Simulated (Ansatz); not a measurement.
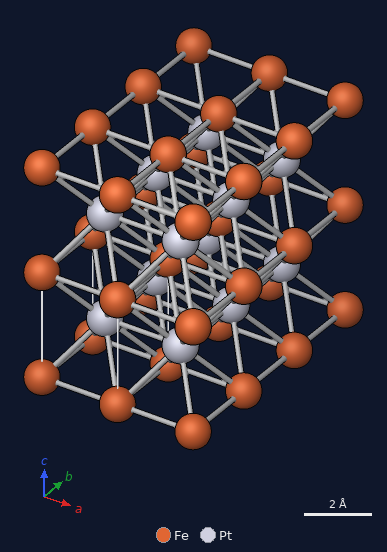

The starting point is a crystal of FePt (set up in P4/mmm). A ball-and-stick model of the cell of the calculation, repeated 2 × 3 × 2 with one cell outlined, seen from a free direction.

Method: Ansatz, DFT r2SCAN, scalar-relativistic, plane waves, PAW. (plane-wave cutoff 500 eV; k-point mesh 16 × 16 × 12; occupations gaussian; smearing width 0.1 eV; collinear spin)

The variant: The volume is changed by −3.0 %. The atoms are relaxed in that cell.

> What is the effect?

The drawn cell changes as follows: a = b 2.732 → 2.704 Å (−1.0 %), c 3.727 → 3.690 Å (−1.0 %); the volume changes by −3.0 %. The atoms keep their places relative to the cell (all moves are under 0.005 Å). Some distances before and after: Fe–Fe 2.732 → 2.704 Å, Pt–Pt 2.732 → 2.704 Å, Fe–Pt 2.684 → 2.657 Å. The space group stays P4/mmm (No. 123). Energy change: +8.8 meV per atom. The pressure goes from 0.0 to 7.1 GPa. The absolute magnetisation per cell goes from 3.87 to 3.81 μB (net moment 3.55 and 3.50 μB).
